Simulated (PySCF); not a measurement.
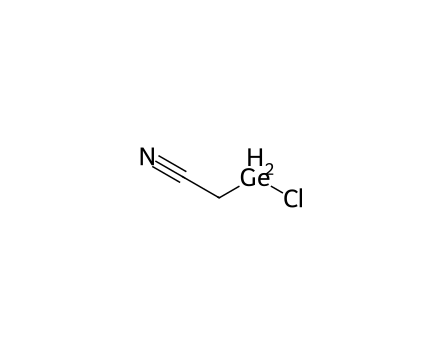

Source: calculation with PySCF.

2D structure.

### Transcribe the drawing into SMILES.

N#C[CH2][GeH2][Cl]

### What is the molecular formula?

C2H4ClGeN.

### An optimisation with PBE0-D3(BJ)/def2-SVP gave a structure of which point group?

C1. Other conformers may differ.
